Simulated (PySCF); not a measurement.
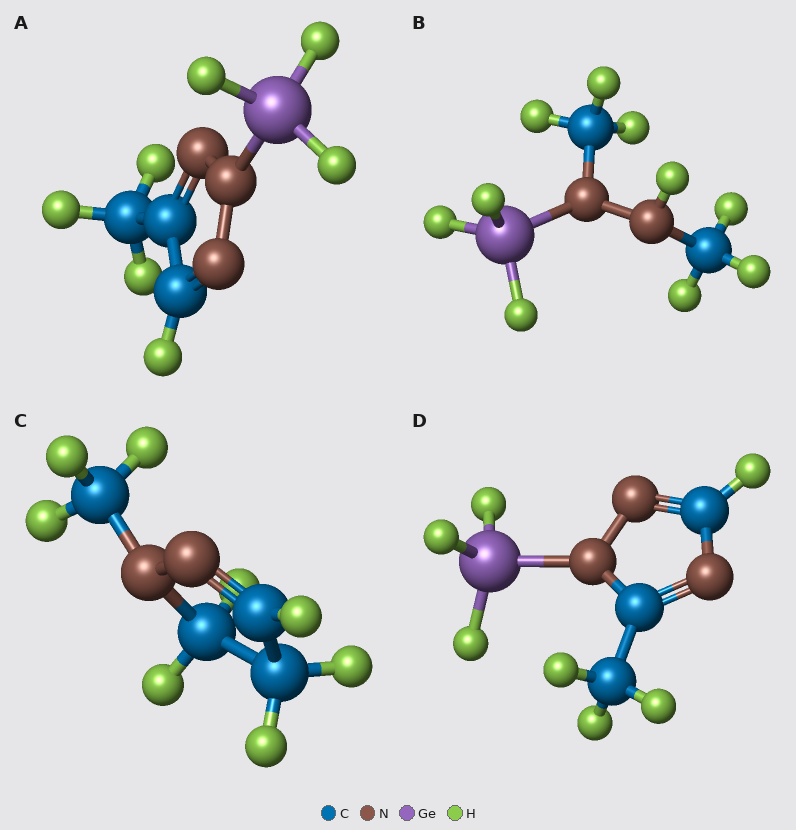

Simulated data, not a measurement (program: PySCF).

### Which panel belongs to which SMILES?
(1) Cc1cn[n]([GeH3])n1
(2) Cc1ncn[n]1[GeH3]
(3) CN[N](C)[GeH3]
(4) CN1CCC=N1

A is (1), B is (3), C is (4), D is (2).
